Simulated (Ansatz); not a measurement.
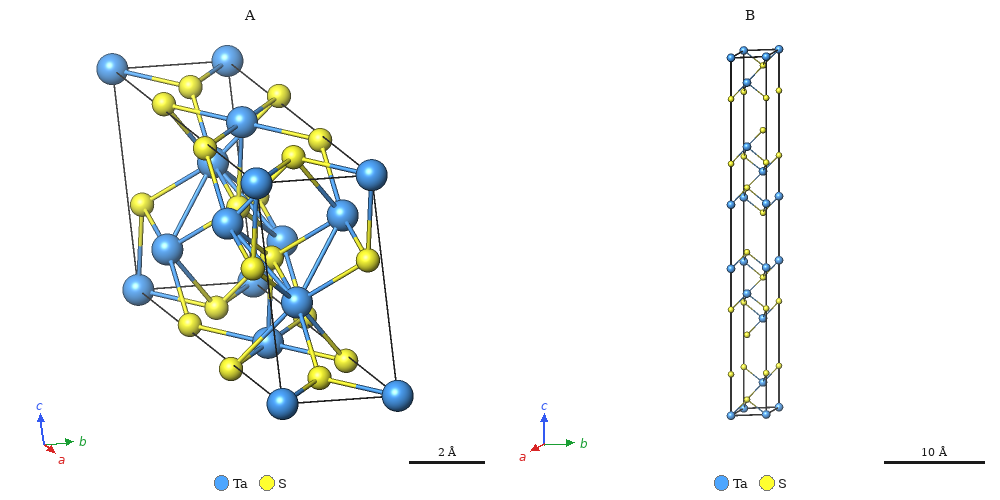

Two structures of Ta₃S₄, each relaxed to rest (conventional cells in solid outline, small ones repeated, not to one scale). Method: DFT PBE, scalar-relativistic, plane waves, PAW in Ansatz, without spin polarisation.

Describe A and B.

A: 14 atoms a cell on a base-centred monoclinic lattice, C2/m. B: 21 atoms a cell on a rhombohedral (trigonal R) lattice, R-3m.

Which of the two does the method prefer?

A is lower, by 405 meV/atom at this level of theory (energies at zero smearing). Volumes: A 17.5, B 19.3 Å³/atom.

One or both may be structure types tried for this composition rather than known phases.
